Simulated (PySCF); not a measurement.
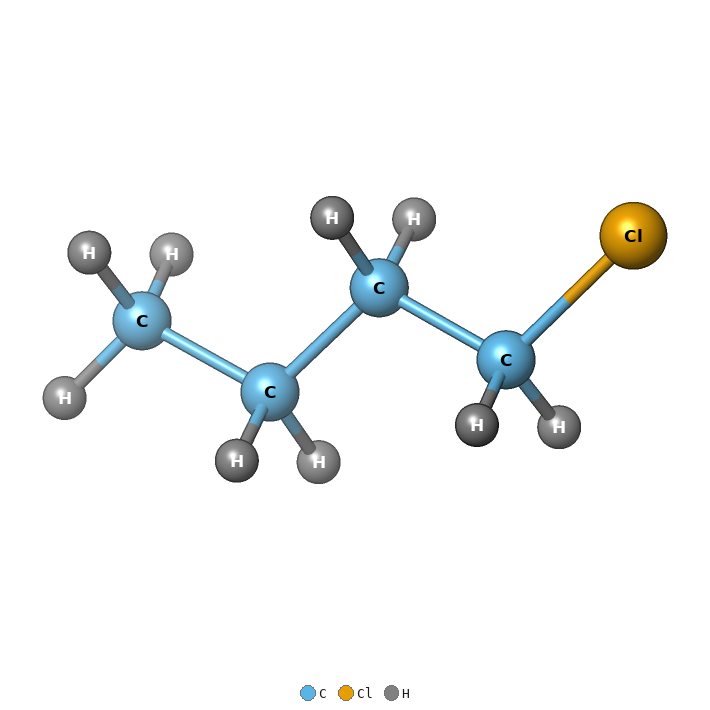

Distant atoms are faded towards the background colour. The computed structure is the end point of a PBE0-D3(BJ)/def2-SVP optimisation. No frequency run is at hand to confirm it as a minimum.

Question: Which symmetry elements does this geometry have?

Answer: It has 1 mirror plane, so the point group is Cs. The group has 2 operations. The geometry is achiral, and symmetry allows a dipole moment.
